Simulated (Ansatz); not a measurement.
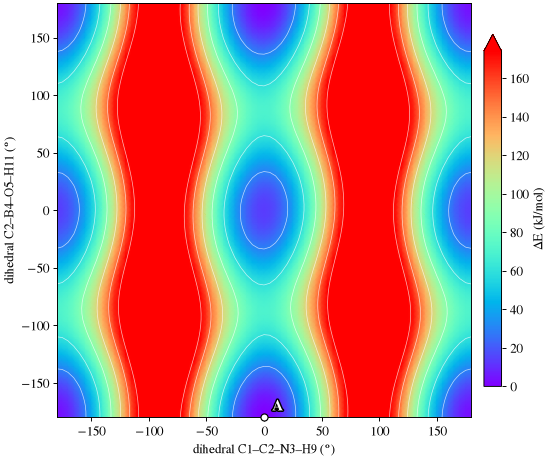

C2H6BNO, SMILES CC(=N)BO. First axis: dihedral C1–C2–N3–H9. Second axis: dihedral C2–B4–O5–H11. Nothing is relaxed (all other coordinates rigid). The grid has 18 × 18 points. All energies are given in kJ/mol relative to the lowest grid point. The dihedral twists a double bond; near 90° a spin-restricted reference is unreliable. Computed with Ansatz, RKS r2SCAN-D4/def2-SVP.

In the figure: a smooth colour map with a few white contour lines, one colour for all values above the top of the scale, the point A. Between grid points the surface is interpolated.

Q: Find the lowest pass out of the well at A.

A: The easiest path leads from the well at dihedral C1–C2–N3–H9 = 0°, dihedral C2–B4–O5–H11 = −180° to the well at dihedral C1–C2–N3–H9 = 0°, dihedral C2–B4–O5–H11 = 0°, about 13 kJ/mol higher. Its highest point lies about 70 kJ/mol above the bottom of the first well on the interpolated surface, at about dihedral C1–C2–N3–H9 = 0°, dihedral C2–B4–O5–H11 = −85°. Seen from the upper well the barrier is about 56 kJ/mol. The start is the relaxed structure and all else is held, so a fully relaxed path at this level can only be lower.

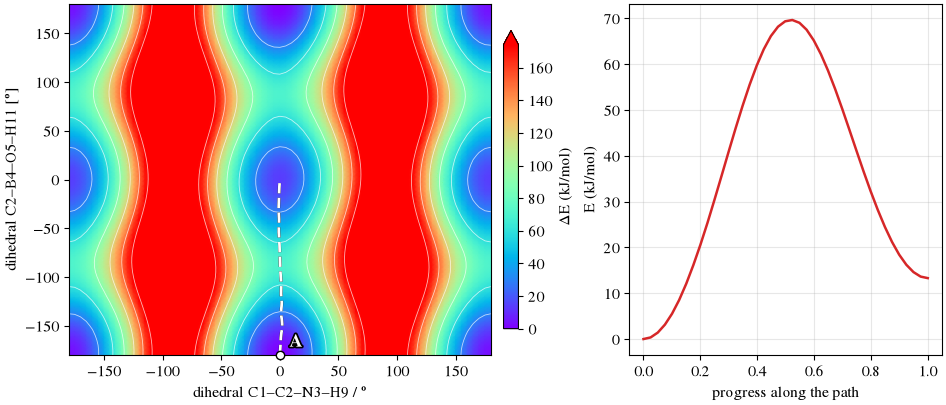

The picture shows a smooth colour map with a few white contour lines, a line along the lowest path, one colour for all values above the top of the scale, the energy along the path at the right. Between grid points the surface is interpolated.
